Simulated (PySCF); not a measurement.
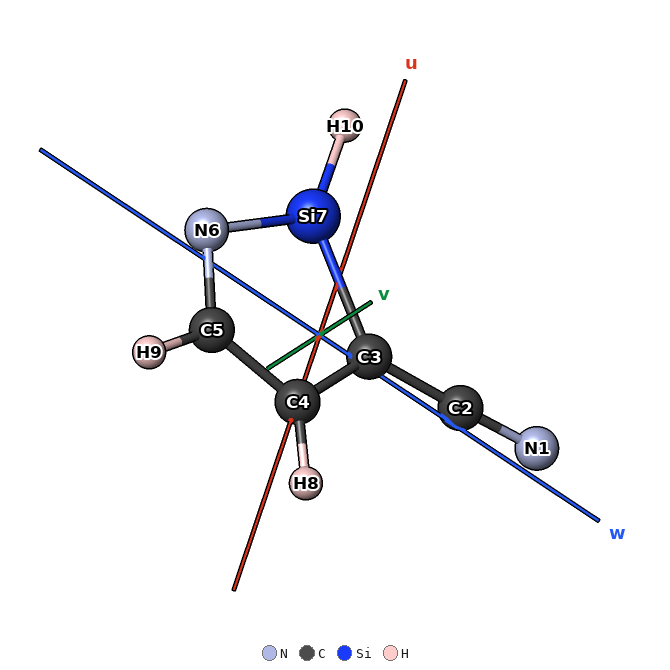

The lines u, v and w are the principal axes of the g tensor. The species is neutral and a spin doublet. Computed geometry: GFN2-xTB optimisation. No frequency run is at hand to confirm it as a minimum. Properties computed with UKS B3LYP, pcH-1 on C H N Si, non-relativistic, mean-field spin-orbit, GIAO (PySCF 2.14.0).

### Along which axis does g lie farthest from the free-electron value?

Along w (in the molecular plane, nearly parallel to the C2–C3 bond): the shift is 1397 ppm.

Give the principal values and shifts.

```csv
axis,g,shift (ppm)
u,2.00134,−980
v,2.00216,−164
w,2.00372,1397
```

The geometry is semi-empirical. Around Si such bond lengths and angles can be off by a tenth of an ångström or more and by several degrees, and values that hang on the shape move with them.
